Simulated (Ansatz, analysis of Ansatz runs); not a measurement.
# Migration in LaOF (R-3m): V_O hop (2.9 Å), charge 0

Wanted: path and barrier of a jump of O in LaOF (R-3m) at charge 0. The case: V_O hop (2.9 Å), in a cell of 36 host atoms with 1 O taken out.

Program: Ansatz 0.2.0. Level of theory: plane-wave PAW DFT, PBEsol; nudged elastic band between two relaxed defect structures. Results are calculated unless marked as measured.

## Step 1: The starting structure

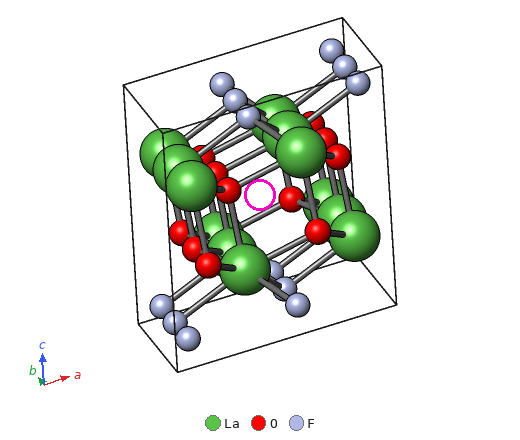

Start, viewed slightly off an axis; lanthanum green, oxygen red, fluorine light blue. A ring marks the middle of the ideal hop wherever no atom is near it. Bonds to atoms that aren't drawn are left out.

The cell holds 35 atoms: 12 La, 11 O and 12 F. Its edges and angles: a = 8.026 Å, b = 12.040 Å, c = 7.079 Å, α = 73.5°, β = 73.5°, γ = 60.0°. It derives from LaOF (space group R-3m). Nearest the centre at fractional (0.500, 0.500, 0.999): O10 at 1.45 Å, La8 at 1.90 Å, La25 at 1.90 Å, O9 at 3.19 Å, O15 at 3.19 Å, O22 at 3.19 Å, O27 at 3.19 Å, F28 at 3.27 Å.

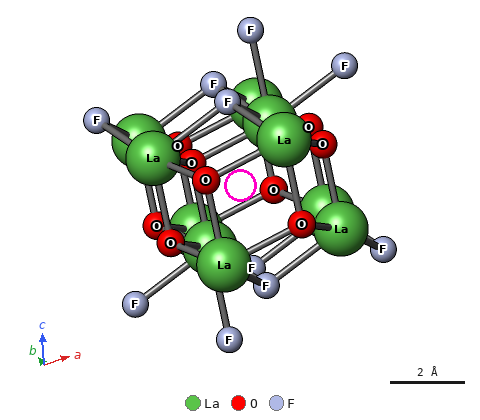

The atoms within 5 Å of the centre. A ring marks the middle of the ideal hop wherever no atom is near it.

The cell's shortest repeat is 7.1 Å.

## Step 2: Relaxation of the start point, charge 0

The ends come first: from an unrelaxed start the top is counted from too high an energy, and the barrier comes out too low. Small random displacements break the symmetry of the ideal sites, so that the defect can distort if it gains by it.

Contents of q0.start/input.yaml:

```yaml
crystal:
  lattice:
    - [-4.01323028, 6.95111876, 0.0]
    - [-12.03969085, 0.0, 0.0]
    - [-2.00661514, 1.15851979, 6.68937331]
  atoms:
    - { symbol: La, position: [0.12912111, 0.08608074, 0.22527337] }
    - { symbol: La, position: [0.37087889, 0.2472526, 0.77472663] }
    - { symbol: O, position: [0.1884472, 0.12563147, 0.86931681] }
    - { symbol: O, position: [0.3115528, 0.20770187, 0.13068319] }
    - { symbol: F, position: [0.06449263, 0.04299509, 0.6130442] }
    - { symbol: F, position: [0.43550737, 0.29033824, 0.3869558] }
    - { symbol: La, position: [0.12912111, 0.41941407, 0.22527337] }
    - { symbol: La, position: [0.37087889, 0.58058593, 0.77472663] }
    - { symbol: O, position: [0.1884472, 0.4589648, 0.86931681] }
    - { symbol: O, position: [0.3115528, 0.5410352, 0.13068319] }
    - { symbol: F, position: [0.06449263, 0.37632842, 0.6130442] }
    - { symbol: F, position: [0.43550737, 0.62367158, 0.3869558] }
    - { symbol: La, position: [0.12912111, 0.7527474, 0.22527337] }
    - { symbol: La, position: [0.37087889, 0.91391926, 0.77472663] }
    - { symbol: O, position: [0.1884472, 0.79229813, 0.86931681] }
    - { symbol: O, position: [0.3115528, 0.87436853, 0.13068319] }
    - { symbol: F, position: [0.06449263, 0.70966176, 0.6130442] }
    - { symbol: F, position: [0.43550737, 0.95700491, 0.3869558] }
    - { symbol: La, position: [0.62912111, 0.08608074, 0.22527337] }
    - { symbol: La, position: [0.87087889, 0.2472526, 0.77472663] }
    - { symbol: O, position: [0.6884472, 0.12563147, 0.86931681] }
    - { symbol: O, position: [0.8115528, 0.20770187, 0.13068319] }
    - { symbol: F, position: [0.56449263, 0.04299509, 0.6130442] }
    - { symbol: F, position: [0.93550737, 0.29033824, 0.3869558] }
    - { symbol: La, position: [0.62912111, 0.41941407, 0.22527337] }
    - { symbol: La, position: [0.87087889, 0.58058593, 0.77472663] }
    - { symbol: O, position: [0.8115528, 0.5410352, 0.13068319] }
    - { symbol: F, position: [0.56449263, 0.37632842, 0.6130442] }
    - { symbol: F, position: [0.93550737, 0.62367158, 0.3869558] }
    - { symbol: La, position: [0.62912111, 0.7527474, 0.22527337] }
    - { symbol: La, position: [0.87087889, 0.91391926, 0.77472663] }
    - { symbol: O, position: [0.6884472, 0.79229813, 0.86931681] }
    - { symbol: O, position: [0.8115528, 0.87436853, 0.13068319] }
    - { symbol: F, position: [0.56449263, 0.70966176, 0.6130442] }
    - { symbol: F, position: [0.93550737, 0.95700491, 0.3869558] }
basis:
  ecutwfc: 420
  xc_grid: 2
hamiltonian:
  xc: pbesol
kpoints:
  mp_grid: { grid: [1, 1, 1] }
scf:
  occupations: { method: fixed }
  max_iter: 60
output:
  forces: true
relax:
  f_tol: 0.015
  max_steps: 70
  random_displacement: { amplitude: 0.03, seed: 7080 }
```

Launch:

```console
> ansatz run input.yaml --threads 4 --pin off --max-ram 7536MiB --backend cpu --events-out ev --progress --plain --runs-dir out
```

Numbers of over 12 decimals in the logs are rounded to 6 here.

What it wrote:

```text
[... repeated set-up lines and file paths are left out, and long positions are rounded to six places ...]
The last accepted step is kept in <dir> (removed where the run ends without a failure and the disk answers)
Engine: ansatz 0.2.0, aarch64-unknown-linux-gnu
Pseudopotentials: kind: paw
Pseudopotential: La, paw, valence charge 11, recommended cutoff 420 eV (normal), La.paw.azcp
Pseudopotential: O, paw, valence charge 6, recommended cutoff 420 eV (normal), O.paw.azcp
Pseudopotential: F, paw, valence charge 7, recommended cutoff 420 eV (normal), F.paw.azcp
Functional definition: PBEsol
  exchange = pbesol_x
  correlation = pbesol_c
Crystal: 35 atoms, lattice volume = 559.829 Å³
Basis set: ecut = 420 eV, 10937 PW (Γ), exchange–correlation on 108×162×96 points (8 copies of the dense FFT grid, shifted against one another)
Bands: 176, of which v1, the nominal top of the filled ones, is band 141 counted from 1 (140 counted from 0)
Symmetry: 1 space group operations
k-points: 1
Non-local potential: La, projectors of the file, l = 0: 3, l = 1: 2, l = 2: 2, l = 3: 3
Non-local potential: O, projectors of the file, l = 0: 2, l = 1: 2, l = 2: 1
Non-local potential: F, projectors of the file, l = 0: 2, l = 1: 2, l = 2: 1
PAW form: soft (Blöchl's): semilocal exchange-correlation on the pseudo side does not see the compensation charge
PAW frozen core: La, regenerated for the run's functional, and the local potential with it (the file was generated under x = pbe(κ = 0.804, μ = 0.219515), c = pbe(β = 0.066725))
PAW frozen core: O, regenerated for the run's functional, and the local potential with it (the file was generated under x = pbe(κ = 0.804, μ = 0.219515), c = pbe(β = 0.066725))
PAW frozen core: F, regenerated for the run's functional, and the local potential with it (the file was generated under x = pbe(κ = 0.804, μ = 0.219515), c = pbe(β = 0.066725))
PAW one-centre angular grid: La, 590 points (default); XC on 64 Gauss nodes
PAW one-centre angular grid: O, 110 points (default); XC on 64 Gauss nodes
PAW one-centre angular grid: F, 110 points (default); XC on 64 Gauss nodes
Initial density: superposition of atomic densities (neutral atoms: chi_scale 0, normalization atom), corrected by the library's trained network
Initial wavefunctions: pseudopotential atomic-orbital guess
Functional: x = pbesol(κ = 0.804, μ = 0.123457), c = pbesol(β = 0.046)
SCF iter   1: F=—  HF=-89780.807849 eV  |F-HF|=—  |Δ(HF+E_count)|=         —  Δρ=1.65e-2  dr2=1.69e0  ethr=1.77e-3  ⟨swp⟩=6.0  Hψ=626  notcnv=0  defer=33
preconditioner: auto → Resta (q_TF=auto, 2.434 Å⁻¹)  ε∞=4.7  [insulator: Δε(μ)=1.253 eV  Ē_g=13.135 eV  n_scr=134 (ndim 8)  ℏωp=25.2 eV  f_vac=0.064  ε∞_Penn≈4.7]
SCF iter   2: F=—  HF=-89780.456968 eV  |F-HF|=—  |Δ(HF+E_count)|=   3.51e-1  Δρ=5.85e-3  dr2=2.32e-1  ethr=5.98e-4  ⟨swp⟩=3.0  Hψ=305  notcnv=0  defer=31
SCF iter   3: F=—  HF=-89780.413842 eV  |F-HF|=—  |Δ(HF+E_count)|=   4.31e-2  Δρ=2.23e-3  dr2=7.41e-2  ethr=8.24e-5  ⟨swp⟩=3.0  Hψ=260  notcnv=0  defer=33
SCF iter   4: F=—  HF=-89780.399158 eV  |F-HF|=—  |Δ(HF+E_count)|=   1.47e-2  Δρ=1.82e-3  dr2=1.93e-2  ethr=2.63e-5  ⟨swp⟩=4.0  Hψ=282  notcnv=0  defer=33
SCF iter   5: F=—  HF=-89780.394788 eV  |F-HF|=—  |Δ(HF+E_count)|=   4.37e-3  Δρ=3.19e-4  dr2=9.12e-4  ethr=6.83e-6  ⟨swp⟩=3.0  Hψ=263  notcnv=0  defer=33
SCF iter   6: F=—  HF=-89780.395751 eV  |F-HF|=—  |Δ(HF+E_count)|=   9.63e-4  Δρ=1.16e-4  dr2=1.18e-4  ethr=3.23e-7  ⟨swp⟩=3.0  Hψ=216  notcnv=0  defer=33
SCF iter   7: F=—  HF=-89780.395830 eV  |F-HF|=—  |Δ(HF+E_count)|=   7.84e-5  Δρ=1.22e-4  dr2=7.60e-5  ethr=4.19e-8  ⟨swp⟩=3.0  Hψ=264  notcnv=0  defer=33
SCF iter   8: F=-89780.395822 eV  HF=-89780.395821 eV  |F-HF|=1.05e-6  |Δ(HF+E_count)|=   9.19e-6  Δρ=2.31e-5  dr2=3.72e-6  ethr=1.99e-9  ⟨swp⟩=4.0  Hψ=723  notcnv=0
SCF 1 converged in 8 iterations: F = -89780.395822 eV  dr2 = 3.72e-6
  greatest PAW one-centre occupation: 0.974 electrons in one spin orbital (limit 2), on the La atom at site 24 (counted from 0), in its partial waves of l = 0
relax step   1: F+E_penalty+E_count = -89780.39582174 eV  Δ(F+E_penalty+E_count) = +0.000e0 eV  max|allowed force component| = 1.270e0 eV/Å  Δτ_max = 0.0000 Å  (8 SCF iters, dr2 threshold 5.63e-6 eV, accepted)
[... the SCF cycles and remarks between the steps are left out from here to the last step ...]
relax step   2: F+E_penalty+E_count = -89780.47674279 eV  Δ(F+E_penalty+E_count) = -8.092e-2 eV  max|allowed force component| = 1.139e0 eV/Å  Δτ_max = 0.1948 Å  (7 SCF iters, dr2 threshold 1.00e-4 eV, accepted)
relax step   3: F+E_penalty+E_count = -89780.66314588 eV  Δ(F+E_penalty+E_count) = -1.864e-1 eV  max|allowed force component| = 3.988e-1 eV/Å  Δτ_max = 0.0848 Å  (6 SCF iters, dr2 threshold 8.10e-5 eV, accepted)
relax step   4: F+E_penalty+E_count = -89780.75552619 eV  Δ(F+E_penalty+E_count) = -9.238e-2 eV  max|allowed force component| = 2.064e-1 eV/Å  Δτ_max = 0.0557 Å  (6 SCF iters, dr2 threshold 1.95e-5 eV, accepted)
relax step   5: F+E_penalty+E_count = -89780.76969856 eV  Δ(F+E_penalty+E_count) = -1.417e-2 eV  max|allowed force component| = 3.459e-2 eV/Å  Δτ_max = 0.0181 Å  (5 SCF iters, dr2 threshold 5.22e-6 eV, accepted)
relax step   6: F+E_penalty+E_count = -89780.77035848 eV  Δ(F+E_penalty+E_count) = -6.599e-4 eV  max|allowed force component| = 1.577e-2 eV/Å  Δτ_max = 0.0032 Å  (6 SCF iters, accepted)
SCF iter   1: F=—  HF=-89780.770223 eV  |F-HF|=—  |Δ(HF+E_count)|=         —  Δρ=3.74e-4  dr2=4.47e-4  ethr=1.87e-6  ⟨swp⟩=2.0  Hψ=326  notcnv=0  defer=33
SCF iter   2: F=—  HF=-89780.770074 eV  |F-HF|=—  |Δ(HF+E_count)|=   1.49e-4  Δρ=1.69e-4  dr2=8.94e-5  ethr=1.58e-7  ⟨swp⟩=2.0  Hψ=258  notcnv=0  defer=30
SCF iter   3: F=—  HF=-89780.770678 eV  |F-HF|=—  |Δ(HF+E_count)|=   6.04e-4  Δρ=4.48e-5  dr2=8.30e-6  ethr=3.17e-8  ⟨swp⟩=2.0  Hψ=275  notcnv=0  defer=30
SCF iter   4: F=—  HF=-89780.770677 eV  |F-HF|=—  |Δ(HF+E_count)|=   1.34e-6  Δρ=1.69e-5  dr2=9.67e-7  ethr=2.94e-9  ⟨swp⟩=2.0  Hψ=262  notcnv=0  defer=30
SCF iter   5: F=—  HF=-89780.770677 eV  |F-HF|=—  |Δ(HF+E_count)|=   3.28e-8  Δρ=4.19e-6  dr2=1.05e-7  ethr=3.43e-10  ⟨swp⟩=2.0  Hψ=275  notcnv=0  defer=30
SCF iter   6: F=-89780.770677 eV  HF=-89780.770677 eV  |F-HF|=6.00e-9  |Δ(HF+E_count)|=   1.50e-8  Δρ=2.27e-6  dr2=2.77e-8  ethr=3.55e-11  ⟨swp⟩=5.0  Hψ=585  notcnv=0
SCF 7 converged in 6 iterations: F = -89780.770677 eV  dr2 = 2.77e-8
relax step   7: F+E_penalty+E_count = -89780.77067684 eV  Δ(F+E_penalty+E_count) = -3.184e-4 eV  max|allowed force component| = 8.919e-3 eV/Å  Δτ_max = 0.0050 Å  (6 SCF iters, accepted)
SCF converged after 6 iterations
Free energy (F): -89780.770677 eV
Harris-Foulkes:  -89780.770677 eV  (|F-HF|=6.00e-9)
Internal energy: -89780.770677 eV  (E = F + TS)
E sigma→0 (E₀):  -89780.770677 eV
Fermi energy:    11.703929 eV
--- Per-component energies (eV) ---
  E_band       = -518.129368
  E_kinetic    = 6721.728833
  E_local      = -14495.681039  (includes V_loc(G=0)·N_el)
  E_nonlocal   = 2593.465516
  E_hartree    = 5335.235170
  E_xc         = -3421.319023
  E_vxc        = -4033.258618  (∫ρ·V_xc dr)
  E_paw        = -67953.116950  (= ΣΔE_a)
  E_vpaw       = -1974.909108  (= ΣTr[D̂ρ^β])
  E_aug_tail   = 0.050862  (compensation charges beyond the density's cutoff)
  E_ewald      = -18564.065638
  E_core_change = 2.931592  (= ΣΔE_core)
  E_smearing   = -0.000000  (= −TS)
  E_closure    = 0.000000  (closes the sum)
  Σ components = -89780.770677   (vs F -89780.770677, Δ=0.00e0)
--- Forces (eV/Å), atoms counted from 1 ---
  atom   1  La    -0.00007848    -0.00012181     0.00800712
  atom   2  La     0.00271242     0.00421351    -0.00014425
  atom   3  O     -0.00146711    -0.00138664    -0.00076042
  atom   4  O      0.00214164     0.00080240    -0.00010559
  atom   5  F      0.00431557     0.00367150    -0.00146145
  atom   6  F     -0.00280335    -0.00100097     0.00107154
  atom   7  La    -0.00509301     0.00038072    -0.00006630
  atom   8  La     0.00242123    -0.00162922    -0.00097429
  atom   9  O     -0.00328700     0.00032703    -0.00099896
  atom  10  O      0.00415074     0.00049557     0.00056031
  atom  11  F      0.00137809    -0.00336342    -0.00037601
  atom  12  F     -0.00189867    -0.00293916     0.00100152
  atom  13  La     0.00262312     0.00892004     0.00407307
  atom  14  La    -0.00447129    -0.00377727    -0.00033077
  atom  15  O     -0.00197309     0.00053770     0.00277885
  atom  16  O      0.00261888    -0.00293709    -0.00307901
  atom  17  F     -0.00208986    -0.00475756    -0.00245228
  atom  18  F     -0.00090628     0.00124453    -0.00068782
  atom  19  La     0.00455049     0.00119012     0.00362001
  atom  20  La     0.00018346    -0.00471863    -0.00197160
  atom  21  O     -0.00403896     0.00071062    -0.00041567
  atom  22  O     -0.00187218    -0.00168320    -0.00147749
  atom  23  F      0.00331833     0.00016720    -0.00076307
  atom  24  F      0.00120716     0.00155605    -0.00101860
  atom  25  La    -0.00147311    -0.00304061     0.00315971
  atom  26  La    -0.00308718     0.00049774    -0.00076377
  atom  27  O      0.00594624     0.00187885     0.00001631
  atom  28  F     -0.00223064     0.00270971    -0.00094582
  atom  29  F     -0.00116837    -0.00005899    -0.00074222
  atom  30  La     0.00219124     0.00073757     0.00112330
  atom  31  La     0.00201476     0.00141399    -0.00189610
  atom  32  O     -0.00389480    -0.00096442     0.00311006
  atom  33  O      0.00154003     0.00040995    -0.00583713
  atom  34  F      0.00112869     0.00214185    -0.00014765
  atom  35  F     -0.00259976    -0.00159600    -0.00109482
  max |Σ_I F_I| component: 3.17e-5 eV/Å
--- Relaxed structure (7 steps of the walk, 7 accepted, 0 SCFs on fresh bases) ---
  F+E_penalty+E_count = -89780.77067684 eV   max|allowed force component| = 8.919e-3 eV/Å
  atoms:
    - { symbol: La, position: [0.130019, 0.084451, 0.224144] }
    - { symbol: La, position: [0.369572, 0.248780, 0.776332] }
    - { symbol: O, position: [0.191250, 0.123114, 0.869099] }
    - { symbol: O, position: [0.309822, 0.209167, 0.129844] }
    - { symbol: F, position: [0.066580, 0.040135, 0.609017] }
    - { symbol: F, position: [0.433275, 0.290518, 0.391294] }
    - { symbol: La, position: [0.129386, 0.417467, 0.225009] }
    - { symbol: La, position: [0.360480, 0.585072, 0.776931] }
    - { symbol: O, position: [0.187670, 0.459164, 0.870162] }
    - { symbol: O, position: [0.313129, 0.541586, 0.128191] }
    - { symbol: F, position: [0.058991, 0.376923, 0.616588] }
    - { symbol: F, position: [0.433641, 0.624265, 0.389127] }
    - { symbol: La, position: [0.128690, 0.752389, 0.223673] }
    - { symbol: La, position: [0.371630, 0.914048, 0.774396] }
    - { symbol: O, position: [0.187292, 0.792477, 0.869482] }
    - { symbol: O, position: [0.310309, 0.875525, 0.130215] }
    - { symbol: F, position: [0.059212, 0.715145, 0.602576] }
    - { symbol: F, position: [0.436641, 0.956803, 0.386707] }
    - { symbol: La, position: [0.629288, 0.085229, 0.224543] }
    - { symbol: La, position: [0.875585, 0.242431, 0.774858] }
    - { symbol: O, position: [0.690231, 0.123910, 0.869299] }
    - { symbol: O, position: [0.807686, 0.213807, 0.126124] }
    - { symbol: F, position: [0.563437, 0.043324, 0.612494] }
    - { symbol: F, position: [0.937943, 0.288268, 0.389414] }
    - { symbol: La, position: [0.627316, 0.417490, 0.237468] }
    - { symbol: La, position: [0.873316, 0.584238, 0.774005] }
    - { symbol: O, position: [0.807327, 0.540047, 0.127183] }
    - { symbol: F, position: [0.566451, 0.377811, 0.619438] }
    - { symbol: F, position: [0.936415, 0.622439, 0.385133] }
    - { symbol: La, position: [0.628786, 0.750713, 0.225784] }
    - { symbol: La, position: [0.869000, 0.915383, 0.774942] }
    - { symbol: O, position: [0.689457, 0.790721, 0.870808] }
    - { symbol: O, position: [0.808394, 0.876061, 0.130604] }
    - { symbol: F, position: [0.564343, 0.707723, 0.614804] }
    - { symbol: F, position: [0.933087, 0.960307, 0.383716] }
```

Wall time 49 s (4 threads of Arm Neoverse V1, shared host); peak memory 0.68 GiB.

The steps of the relaxation:

| step | energy less that of the first step (eV) | largest force component (eV/Å) |
| --- | --- | --- |
| 1 | 0.0000 | 1.2696 |
| 2 | -0.0809 | 1.1387 |
| 3 | -0.2673 | 0.3988 |
| 4 | -0.3597 | 0.2064 |
| 5 | -0.3739 | 0.0346 |
| 6 | -0.3745 | 0.0158 |
| 7 | -0.3749 | 0.0089 |

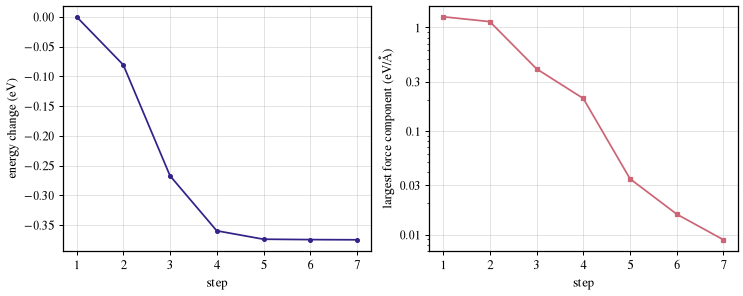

Energy and largest force along the relaxation.

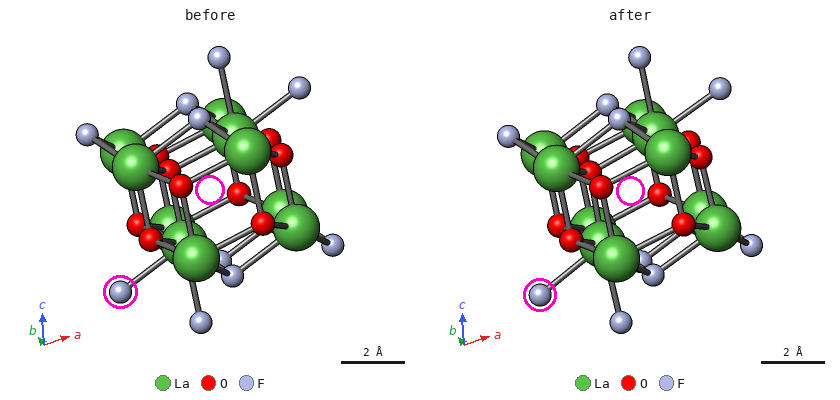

Before and after: the atoms that start within 5 Å of the centre. F17, which moves most, is ringed if it is among them. A ring with no atom in it marks the middle of the ideal hop.

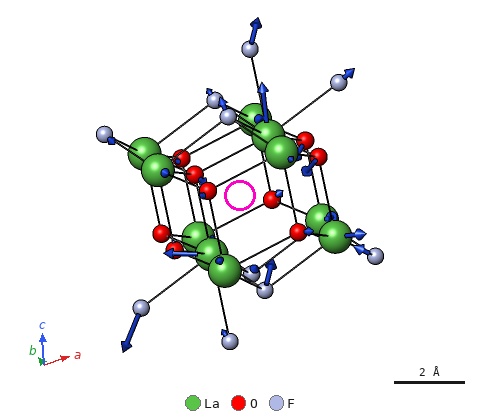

Displacements in the relaxation from the typed sites near the centre, exaggerated, the mean shift taken out; the longest in the cell stands for 0.09 Å. A ring marks the middle of the ideal hop wherever no atom is near it.

The atoms that moved most (Å, from the sites as typed, ahead of the random displacement, the mean shift of all atoms taken out):

| atom | dx | dy | dz | length |
| --- | --- | --- | --- | --- |
| F17 | -0.025 | -0.044 | -0.071 | 0.087 |
| La25 | 0.005 | 0.007 | 0.081 | 0.081 |
| La8 | -0.017 | -0.065 | 0.014 | 0.068 |
| O22 | -0.050 | -0.027 | -0.031 | 0.064 |
| F28 | -0.039 | 0.026 | 0.042 | 0.063 |
| La26 | -0.053 | 0.021 | -0.005 | 0.057 |
| La20 | 0.038 | 0.038 | 0.000 | 0.054 |
| O27 | 0.035 | -0.028 | -0.024 | 0.051 |

Final coordinates:

```xyz
35
Lattice="-4.0132 6.9511 0.0000 -12.0397 0.0000 0.0000 -2.0066 1.1585 6.6894" Properties=species:S:1:pos:R:3 pbc="T T T"
La   -1.9883    1.1635    1.4994
La   -6.0362    3.4683    5.1932
O    -3.9937    2.3363    5.8137
O    -4.0222    2.3040    0.8686
F    -1.9725    1.1684    4.0739
F    -6.0218    3.4651    2.6175
La   -5.9969    1.1601    1.5052
La  -10.0498    3.4058    5.1972
O    -8.0274    2.3126    5.8208
O    -8.0344    2.3251    0.8575
F    -6.0120    1.1244    4.1246
F   -10.0371    3.4651    2.6030
La  -10.0238    1.1537    1.4962
La  -14.0502    3.4804    5.1802
O   -12.0375    2.3092    5.8163
O   -12.0477    2.3079    0.8711
F   -10.0569    1.1097    4.0309
F   -14.0479    3.4832    2.5868
La   -4.0022    4.6344    1.5021
La   -7.9876    6.9840    5.1833
O    -6.0062    5.8050    5.8151
O    -6.0687    5.7604    0.8437
F    -4.0118    4.6261    4.0972
F    -8.0162    6.9709    2.6049
La   -8.0205    4.6357    1.5885
La  -12.0920    6.9672    5.1776
O    -9.9972    5.7592    0.8508
F    -8.0650    4.6551    4.1436
F   -12.0248    6.9553    2.5763
La  -12.0149    4.6323    1.5104
La  -16.0634    6.9383    5.1839
O   -14.0344    5.8013    5.8252
O   -14.0538    5.7706    0.8737
F   -12.0193    4.6351    4.1127
F   -16.0765    6.9305    2.5668
```

Neighbours of O10 at the end:

```csv
atom,distance (Å)
La8,2.351
La13,2.395
La25,2.423
La7,2.435
F29,2.888
F12,2.891
O15,2.891
O9,2.899
F6,2.907
```

This step gave:

```yaml
free_energy: -89780.7707 eV
largest_move_from_the_ideal_geometry_of_this_structure_a_common_shift_of_the_far_atoms_taken_out: 0.09230 Å
```

The relaxation gained 0.375 eV and ended with a largest force component of 0.0089 eV/Å.

(Part 1 of 4 ends here.)

[Logs are printed without paths, hosts, clocks, repeated set-up lines and the standing remarks that a program may print on its own settings, such as how far it seeks lower states.]

[Hosts, paths, dates, database ids (printed as entryN), source tags and the programs' standing remarks are cut or masked in the printed files.]
